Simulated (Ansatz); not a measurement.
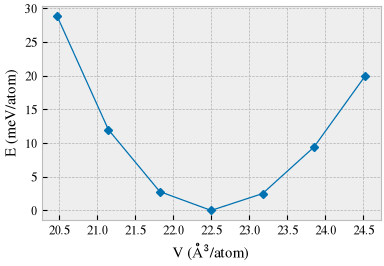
*Cl (simple cubic, Pm-3m) under volume change, plane-wave PAW r²SCAN+D4 (Ansatz code), scaled uniformly.*

### Question
What does a third-order Birch–Murnaghan fit give for V₀, B₀ and B′?

### Answer
V₀ = 22.50 Å³/atom, B₀ = 42.0 GPa, B′ = 5.1.

The cell is a constructed one: a structure type filled with these elements; neither database checked (COD, Materials Project) lists it. It is not the usual solid phase (space group No. 64). Symmetry was held in the r²SCAN+D4 relaxation. At this level the phase is mechanically unstable. The substance is a gas or liquid at ambient conditions.

Potentials: the later of the program's two PAW sets.
